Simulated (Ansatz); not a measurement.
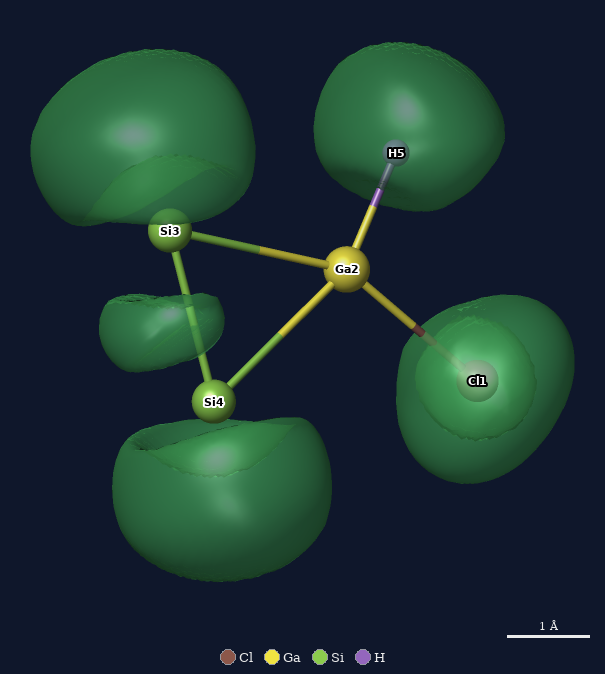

ClGaHSi2 (charge −1). Isosurface of the electron localisation function at 0.8 (green), seen at a tilt. Core shells and regions of very low density are left out.

Geometry: PBE0-D3(BJ)/def2-SVPD.

Method: isolated molecule in a Gaussian basis; Kohn-Sham density functional theory, functional PBE0 (Ansatz 0.2.0).

| atom | x (Å) | y (Å) | z (Å) |
| --- | --- | --- | --- |
| Cl | 1.6193 | -1.6498 | -1.5465 |
| Ga | 0.7951 | 0.1765 | -0.4684 |
| Si | -1.0504 | 1.6302 | 0.4428 |
| Si | -1.6470 | -0.1979 | -0.5732 |
| H | 2.1386 | 0.9298 | -0.0986 |

Q: What do the ELF domains correspond to?

A: The surface consists of one region between bonded Si–Si atoms (shared pairs), one region around a hydrogen nucleus, two lobes on Si, pointing away from the bonds (lone pairs) and one region wrapped around Cl (its valence shell). Profiles from the grid: Si–Si (2.17 Å): the ELF peaks at about 0.85 between the atoms, as expected for localised, covalent bonding. Ga–Cl (2.28 Å): the ELF peaks at about 0.85 in the valence shell of Cl, 0.9 Å from its nucleus, and is about 0.60 at the midpoint.
